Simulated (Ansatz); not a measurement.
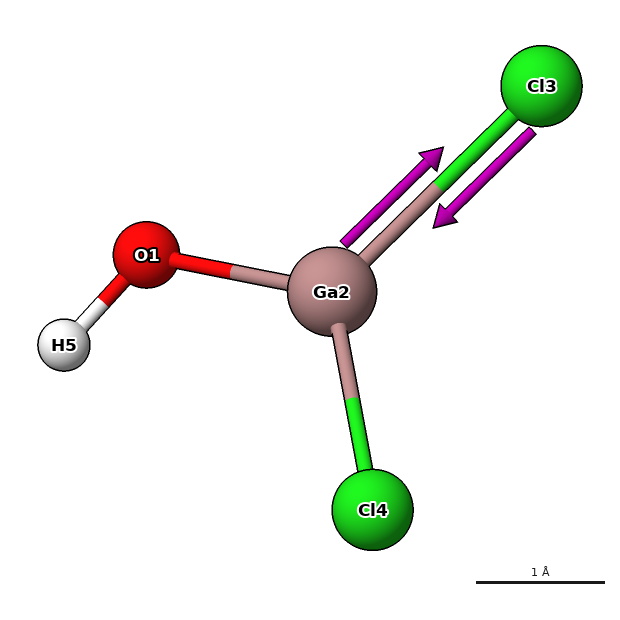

Arrows show the forces on the atoms, 0.5 Å of arrow for 1 eV/Å; forces under a tenth of the largest aren't drawn. Level of theory: PBE0-D4/def2-TZVP (Ansatz 0.2.0).

> Along which bond is the force strongest?

Ga2–Cl3, now 2.302 Å: the forces pull its atoms together, so a first step downhill shortens it.

List the force components in the frame of the picture (x right, y up, z towards the viewer), in eV/Å.

| atom | Fx | Fy | Fz |
| --- | --- | --- | --- |
| O1 | 0.00 | 0.00 | 0.00 |
| Ga2 | 1.58 | 1.55 | −0.09 |
| Cl3 | −1.58 | −1.55 | 0.09 |
| Cl4 | 0.00 | 0.00 | 0.00 |
| H5 | 0.00 | 0.00 | 0.00 |
